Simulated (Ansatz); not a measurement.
AlSiNH6: molecular dynamics (part 1 of 2)

The run: molecular dynamics of AlSiNH6. Method and program: RKS BLYP-d4/def2-SVP (Ansatz 0.2.0).

The geometry comes from this level: PBE0-D4/def2-TZVP. Figures and captions count atoms from 1; the log counts them from 0 in places.

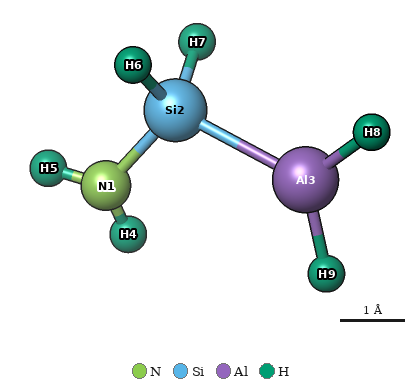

**Figure 1.** The structure as given in the input (ball-and-stick view, seen at a tilt; atoms are numbered from 1 in the order of the input). Sticks mark near contacts. Bond lengths as drawn: Al–H 1.59 Å, Al–Si 2.46 Å, H–N 1.01 Å, H–Si 1.49 to 1.50 Å and N–Si 1.73 Å.

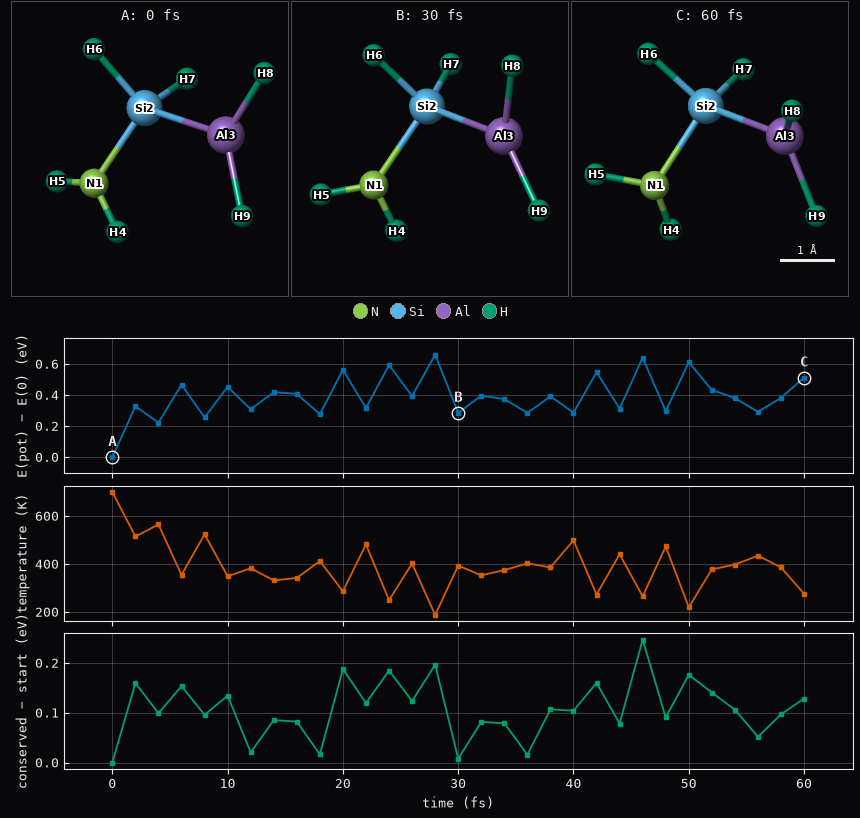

**Figure 2.** Frames of the molecular dynamics (ball-and-stick, seen at a tilt) above the curves, on which the letters mark them. The trajectory kept here has 31 frames over 60 fs. The temperature starts at 700 K, ranges from 187 to 700 K and averages 372 K over the second half. The potential energy ends 0.513 eV above its first value. The conserved quantity stays within 0.25 eV. After an unweighted best fit of the last frame on the first, the root-mean-square displacement is 0.52 Å, and H5 has moved furthest (0.94 Å).

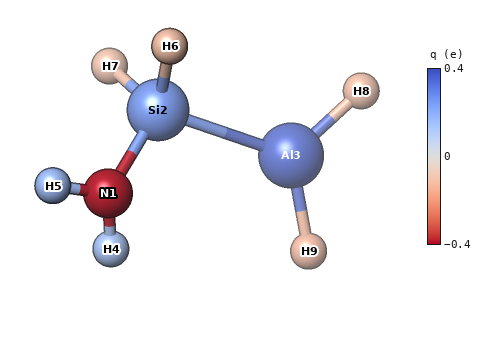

**Figure 3.** Mulliken charges, as the colour of each atom (ball-and-stick view, seen at a tilt; atoms are numbered from 1 in the order of the input). By element: N −0.38, Si +0.25, Al +0.35 and H −0.15 to +0.15 e.

The input that produced these results follows, with the program's output.

**Input file**
```yaml
crystal:
  periodic: [false, false, false]
  atoms:
    - {symbol: N, position_ang: [-1.169423, 0.834019, -0.846348]}
    - {symbol: Si, position_ang: [0.462896, 0.552438, -0.344926]}
    - {symbol: Al, position_ang: [0.509841, -1.296728, 1.273021]}
    - {symbol: H, position_ang: [-1.780023, 0.047707, -0.997267]}
    - {symbol: H, position_ang: [-1.378865, 1.575809, -1.496099]}
    - {symbol: H, position_ang: [0.974254, 1.818040, 0.259847]}
    - {symbol: H, position_ang: [1.423528, 0.262217, -1.464199]}
    - {symbol: H, position_ang: [1.779868, -1.555758, 2.194307]}
    - {symbol: H, position_ang: [-0.733678, -2.284044, 1.404563]}
basis:
  gaussian: {orbitals: def2-SVP}
hamiltonian: {xc: {name: BLYP}, dispersion: d4}
md: {timestep: 2 fs, n_steps: 30, ensemble: nve, temperature: 700, initial_velocities: maxwell_boltzmann, seed: 140}
```

Launched with:
```bash
ansatz run in.yaml --threads 2 --pin off --events-out ev --progress --plain --max-ram 4352MiB
```

**What the program printed**
```
Functional definition: BLYP
  name "BLYP"
  cite "Becke, Phys. Rev. A 38, 3098 (1988) doi:10.1103/PhysRevA.38.3098"
  cite "Lee, Yang & Parr, Phys. Rev. B 37, 785 (1988) doi:10.1103/PhysRevB.37.785"
  parameter beta = 0.0042
  parameter a = 0.04918
  parameter b = 0.132
  parameter c = 0.2533
  parameter d = 0.349
  exchange = b88_x(beta = beta)
  correlation = lyp_c(a = a, b = b, c = c, d = d)
909 factors; their error is unknown
mean field evaluation 1: about -16046.2852 eV, gradient 6.4e1 eV
mean field evaluation 2: about -15980.0144 eV, gradient 1.3e2 eV
mean field evaluation 4: about -16055.0387 eV, gradient 9.8e0 eV
mean field evaluation 8: about -16055.2973 eV, gradient 1.7e-1 eV
mean field evaluation 16: about -16055.2371 eV, gradient 4.3e-5 eV
mean field -16055.23713137 eV, -590.0190819473 hartree, gradient 4.3e-5 eV, S^2 0.000000; 0 other end points of the search recorded, 0 dependent functions left out
the calculation of the forces begins
reference -16055.23751067 eV, -590.0190958861 hartree; 20, 20 occupied and 60, 60 virtual orbitals, 909 factors
md step     0: t =     0.00 fs  T =   700.0 K  F+E_penalty+E_count = -16055.57102820 eV  E_kin = 0.633374 eV  conserved = -16054.93765420 eV  (25 SCF iters)
these checks for a lower state are left out or cut short: starts, cluster_reference, orbital_swaps, neighbouring_geometries, increment
909 factors; their error is unknown
mean field -16054.90755127 eV, -590.0069701021 hartree, gradient 9.1e-6 eV, S^2 0.000000; 0 other end points of the search recorded, 0 dependent functions left out
the calculation of the forces begins
reference -16054.90792838 eV, -590.0069839605 hartree; 20, 20 occupied and 60, 60 virtual orbitals, 909 factors
md step     1: t =     2.00 fs  T =   514.6 K  F+E_penalty+E_count = -16055.24371755 eV  E_kin = 0.465607 eV  conserved = -16054.77811079 eV  (27 SCF iters, 7 dispersion substeps)
[... from here on the SCF iterations and repeated set-up lines of each step are left out, up to the last step ...]
md step     2: t =     4.00 fs  T =   564.5 K  F+E_penalty+E_count = -16055.34932095 eV  E_kin = 0.510815 eV  conserved = -16054.83850605 eV  (27 SCF iters, 7 dispersion substeps)
md step     3: t =     6.00 fs  T =   354.3 K  F+E_penalty+E_count = -16055.10479283 eV  E_kin = 0.320552 eV  conserved = -16054.78424110 eV  (27 SCF iters, 7 dispersion substeps)
md step     4: t =     8.00 fs  T =   523.6 K  F+E_penalty+E_count = -16055.31545138 eV  E_kin = 0.473741 eV  conserved = -16054.84171051 eV  (27 SCF iters, 7 dispersion substeps)
md step     5: t =    10.00 fs  T =   348.5 K  F+E_penalty+E_count = -16055.11861219 eV  E_kin = 0.315373 eV  conserved = -16054.80323925 eV  (26 SCF iters, 7 dispersion substeps)
md step     6: t =    12.00 fs  T =   382.0 K  F+E_penalty+E_count = -16055.26287740 eV  E_kin = 0.345638 eV  conserved = -16054.91723915 eV  (26 SCF iters, 7 dispersion substeps)
md step     7: t =    14.00 fs  T =   331.5 K  F+E_penalty+E_count = -16055.15246730 eV  E_kin = 0.299989 eV  conserved = -16054.85247847 eV  (27 SCF iters, 7 dispersion substeps)
md step     8: t =    16.00 fs  T =   341.5 K  F+E_penalty+E_count = -16055.16428615 eV  E_kin = 0.309021 eV  conserved = -16054.85526482 eV  (27 SCF iters, 7 dispersion substeps)
md step     9: t =    18.00 fs  T =   412.2 K  F+E_penalty+E_count = -16055.29433020 eV  E_kin = 0.372995 eV  conserved = -16054.92133520 eV  (27 SCF iters, 7 dispersion substeps)
md step    10: t =    20.00 fs  T =   286.2 K  F+E_penalty+E_count = -16055.00915475 eV  E_kin = 0.258958 eV  conserved = -16054.75019694 eV  (27 SCF iters, 7 dispersion substeps)
md step    11: t =    22.00 fs  T =   481.6 K  F+E_penalty+E_count = -16055.25379641 eV  E_kin = 0.435778 eV  conserved = -16054.81801862 eV  (27 SCF iters, 7 dispersion substeps)
md step    12: t =    24.00 fs  T =   248.9 K  F+E_penalty+E_count = -16054.97830759 eV  E_kin = 0.225219 eV  conserved = -16054.75308869 eV  (27 SCF iters, 7 dispersion substeps)
md step    13: t =    26.00 fs  T =   402.0 K  F+E_penalty+E_count = -16055.17764979 eV  E_kin = 0.363700 eV  conserved = -16054.81394997 eV  (27 SCF iters, 7 dispersion substeps)
md step    14: t =    28.00 fs  T =   187.4 K  F+E_penalty+E_count = -16054.91086888 eV  E_kin = 0.169598 eV  conserved = -16054.74127121 eV  (28 SCF iters, 7 dispersion substeps)
md step    15: t =    30.00 fs  T =   393.2 K  F+E_penalty+E_count = -16055.28556820 eV  E_kin = 0.355778 eV  conserved = -16054.92979032 eV  (26 SCF iters, 7 dispersion substeps)
md step    16: t =    32.00 fs  T =   352.7 K  F+E_penalty+E_count = -16055.17518936 eV  E_kin = 0.319128 eV  conserved = -16054.85606128 eV  (27 SCF iters, 7 dispersion substeps)
md step    17: t =    34.00 fs  T =   374.3 K  F+E_penalty+E_count = -16055.19736986 eV  E_kin = 0.338676 eV  conserved = -16054.85869364 eV  (26 SCF iters, 7 dispersion substeps)
md step    18: t =    36.00 fs  T =   402.5 K  F+E_penalty+E_count = -16055.28599032 eV  E_kin = 0.364223 eV  conserved = -16054.92176778 eV  (28 SCF iters, 7 dispersion substeps)
md step    19: t =    38.00 fs  T =   385.6 K  F+E_penalty+E_count = -16055.17973683 eV  E_kin = 0.348904 eV  conserved = -16054.83083297 eV  (27 SCF iters, 7 dispersion substeps)
md step    20: t =    40.00 fs  T =   498.5 K  F+E_penalty+E_count = -16055.28458985 eV  E_kin = 0.451069 eV  conserved = -16054.83352051 eV  (26 SCF iters, 7 dispersion substeps)
md step    21: t =    42.00 fs  T =   272.4 K  F+E_penalty+E_count = -16055.02418727 eV  E_kin = 0.246476 eV  conserved = -16054.77771122 eV  (28 SCF iters, 7 dispersion substeps)
md step    22: t =    44.00 fs  T =   440.7 K  F+E_penalty+E_count = -16055.25816037 eV  E_kin = 0.398755 eV  conserved = -16054.85940568 eV  (26 SCF iters, 7 dispersion substeps)
md step    23: t =    46.00 fs  T =   265.0 K  F+E_penalty+E_count = -16054.93052293 eV  E_kin = 0.239742 eV  conserved = -16054.69078091 eV  (27 SCF iters, 7 dispersion substeps)
md step    24: t =    48.00 fs  T =   473.2 K  F+E_penalty+E_count = -16055.27521310 eV  E_kin = 0.428130 eV  conserved = -16054.84708330 eV  (26 SCF iters, 7 dispersion substeps)
md step    25: t =    50.00 fs  T =   219.1 K  F+E_penalty+E_count = -16054.95958559 eV  E_kin = 0.198261 eV  conserved = -16054.76132483 eV  (26 SCF iters, 7 dispersion substeps)
md step    26: t =    52.00 fs  T =   377.6 K  F+E_penalty+E_count = -16055.13873623 eV  E_kin = 0.341692 eV  conserved = -16054.79704405 eV  (26 SCF iters, 7 dispersion substeps)
md step    27: t =    54.00 fs  T =   397.4 K  F+E_penalty+E_count = -16055.19104361 eV  E_kin = 0.359553 eV  conserved = -16054.83149016 eV  (27 SCF iters, 7 dispersion substeps)
md step    28: t =    56.00 fs  T =   434.8 K  F+E_penalty+E_count = -16055.27945253 eV  E_kin = 0.393401 eV  conserved = -16054.88605191 eV  (27 SCF iters, 7 dispersion substeps)
md step    29: t =    58.00 fs  T =   385.6 K  F+E_penalty+E_count = -16055.18964632 eV  E_kin = 0.348910 eV  conserved = -16054.84073630 eV  (27 SCF iters, 7 dispersion substeps)
these checks for a lower state are left out or cut short: starts, cluster_reference, orbital_swaps, neighbouring_geometries, increment
909 factors; their error is unknown
mean field -16054.72654246 eV, -590.0003181509 hartree, gradient 9.8e-6 eV, S^2 0.000000; 0 other end points of the search recorded, 0 dependent functions left out
the calculation of the forces begins
reference -16054.72692617 eV, -590.0003322518 hartree; 20, 20 occupied and 60, 60 virtual orbitals, 909 factors
909 factors; their error is unknown
mean field evaluation 256: about -16054.7886 eV, gradient 1.2e-1 eV
mean field -16054.72654246 eV, -590.0003181509 hartree, gradient 1.1e-5 eV, S^2 0.000000; 1 other end points of the search recorded, 0 dependent functions left out
the calculation of the forces begins
reference -16054.72692617 eV, -590.0003322518 hartree; 20, 20 occupied and 60, 60 virtual orbitals, 909 factors
md step    30: t =    60.00 fs  T =   275.5 K  F+E_penalty+E_count = -16055.05841226 eV  E_kin = 0.249318 eV  conserved = -16054.80909462 eV  (27 SCF iters, 7 dispersion substeps)
Total energy: -16055.05879597 eV, -590.0125282422 hartree
Atom 0 at    -1.217247     0.794768    -0.758837 Å, force    -0.947795     1.632367    -0.363149 eV/Å
Atom 1 at     0.515066     0.527538    -0.418281 Å, force     0.556865    -0.209662    -0.976594 eV/Å
Atom 2 at     0.511255    -1.275444     1.298810 Å, force    -0.847433    -0.138036    -0.447488 eV/Å
Atom 3 at    -1.784756     0.256090    -1.498021 Å, force     0.892437     1.217624     1.369676 eV/Å
Atom 4 at    -1.511661     1.864434    -0.576596 Å, force     0.456310    -3.051918    -0.925819 eV/Å
Atom 5 at     0.907535     1.863271     0.079403 Å, force     0.211427     0.407763     0.351576 eV/Å
Atom 6 at     1.520941     0.346536    -1.672936 Å, force    -0.888584    -0.024413     0.841385 eV/Å
Atom 7 at     0.891328    -1.387520     2.828157 Å, force     0.358012     0.187596     0.210039 eV/Å
Atom 8 at    -0.565178    -2.409343     0.878622 Å, force     0.208762    -0.021321    -0.059627 eV/Å
Dipole moment:    -0.068387     0.167231    -0.182377 e Å
```

**Trajectory as extended XYZ (Å, eV, eV/Å), 23 of the 31 frames kept, from step=0 to step=30**
```
9
Properties=species:S:1:pos:R:3:forces:R:3 step=0 time_fs=0.0 energy=-16055.57103 temperature=700.0
N    -1.1694    0.8340   -0.8463   -0.1266   0.1085   0.4222
Si    0.4629    0.5524   -0.3449    0.3756  -0.1767   0.1683
Al    0.5098   -1.2967    1.2730   -0.0086   0.0491  -0.0192
H    -1.7800    0.0477   -0.9973   -0.4428  -0.5400  -0.1368
H    -1.3789    1.5758   -1.4961   -0.1779   0.5247  -0.4538
H     0.9743    1.8180    0.2598    0.1277   0.2160   0.1185
H     1.4235    0.2622   -1.4642    0.2495  -0.0716  -0.1877
H     1.7799   -1.5558    2.1943    0.0969  -0.0282   0.0781
H    -0.7337   -2.2840    1.4046   -0.0938  -0.0818   0.0104
9
Properties=species:S:1:pos:R:3:forces:R:3 step=1 time_fs=2.0 energy=-16055.24372 temperature=514.6
N    -1.1582    0.8239   -0.8421    1.1129  -2.4719   2.7002
Si    0.4650    0.5540   -0.3512    0.0008   0.1569   1.3783
Al    0.5045   -1.2959    1.2684   -0.2201   0.1318  -0.0931
H    -1.7989    0.0986   -1.0314   -0.9394  -1.5434  -0.1097
H    -1.3935    1.5535   -1.3723   -1.1519   4.3205  -2.9008
H     0.9688    1.8391    0.3084   -0.0448  -0.2662  -0.1991
H     1.3883    0.2363   -1.4135    0.9680  -0.1595  -1.0078
H     1.7604   -1.4765    2.1897    0.3573  -0.1084   0.2685
H    -0.7107   -2.3124    1.4594   -0.0828  -0.0598  -0.0365
9
Properties=species:S:1:pos:R:3:forces:R:3 step=3 time_fs=6.0 energy=-16055.10479 temperature=354.3
N    -1.1374    0.7951   -0.8232   -4.1772   2.8045  -2.4735
Si    0.4696    0.5579   -0.3576    1.1078  -0.3194   1.0679
Al    0.4928   -1.2938    1.2589   -0.0860   0.0133   0.2624
H    -1.8834    0.0863   -1.0966    1.3965   0.7853   0.5187
H    -1.4831    1.7845   -1.3102    1.2032  -2.9775   1.4653
H     0.9494    1.8401    0.3738   -0.1013  -0.5166  -0.4920
H     1.4329    0.1693   -1.4304    0.4082   0.2453  -0.3328
H     1.7637   -1.3314    2.2124    0.1720  -0.1401   0.1415
H    -0.6715   -2.3731    1.5627    0.0768   0.1053  -0.1575
9
Properties=species:S:1:pos:R:3:forces:R:3 step=4 time_fs=8.0 energy=-16055.31545 temperature=523.6
N    -1.1423    0.7910   -0.8229   -2.4800   2.7151  -1.3744
Si    0.4737    0.5595   -0.3582    1.3488  -1.0167   0.2199
Al    0.4867   -1.2927    1.2545    0.2361  -0.0291   0.5692
H    -1.8595    0.1124   -1.1035    0.4383  -0.1596   0.1573
H    -1.4680    1.7582   -1.2048    0.7262  -1.8728   0.7136
H     0.9334    1.8104    0.3794    0.0198  -0.1807  -0.3609
H     1.4912    0.1437   -1.4721   -0.2831   0.5323   0.3699
H     1.7793   -1.2668    2.2349   -0.1311  -0.1614  -0.0779
H    -0.6491   -2.3992    1.6066    0.1251   0.1728  -0.2166
9
Properties=species:S:1:pos:R:3:forces:R:3 step=5 time_fs=10.0 energy=-16055.11861 temperature=348.5
N    -1.1541    0.7943   -0.8264    1.7229  -1.9146   1.3528
Si    0.4796    0.5596   -0.3584    1.0154  -1.7146  -0.4874
Al    0.4809   -1.2916    1.2509    0.5429  -0.0099   0.7989
H    -1.8189    0.1323   -1.1043   -1.1435  -1.6685  -0.5092
H    -1.4251    1.6603   -1.0720   -1.4157   4.3015  -1.2984
H     0.9182    1.7738    0.3712    0.1957   0.3663  -0.0648
H     1.5387    0.1386   -1.4997   -0.6689   0.6496   0.7056
H     1.7900   -1.2084    2.2545   -0.3583  -0.1961  -0.2411
H    -0.6220   -2.4187    1.6422    0.1095   0.1863  -0.2565
```
